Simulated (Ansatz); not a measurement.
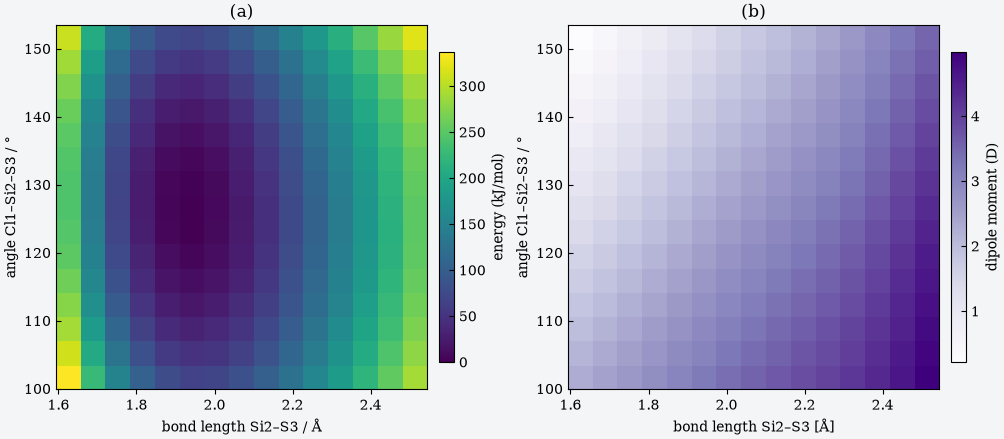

ClHSSi, SMILES S=[SiH]Cl. 
- The first coordinate is: bond length Si2–S3; the second: angle Cl1–Si2–S3.
- Nothing is relaxed (all other coordinates rigid).
- The scan uses a 15 × 15 grid.
- Energies: kJ/mol, counted from the lowest grid point.
- The restricted reference is unstable at some or all points, so the energies there are unreliable.
- Method: Ansatz, RHF-MP2, frozen core/def2-TZVP.

Panel (a) is the energy and panel (b) the computed dipole moment on the same grid.

In the figure: one coloured cell a grid point.

Q: How does the dipole moment vary over the map, and what is it at the lowest grid point?

A: Leaving out the highest fifth of the energies, it runs from 0.44 D at bond length Si2–S3 = 1.688 Å, angle Cl1–Si2–S3 = 151.7° to 4.27 D at bond length Si2–S3 = 2.387 Å, angle Cl1–Si2–S3 = 105.3°. At the lowest grid point, bond length Si2–S3 = 1.942 Å, angle Cl1–Si2–S3 = 126.7°, it is 2.27 D.
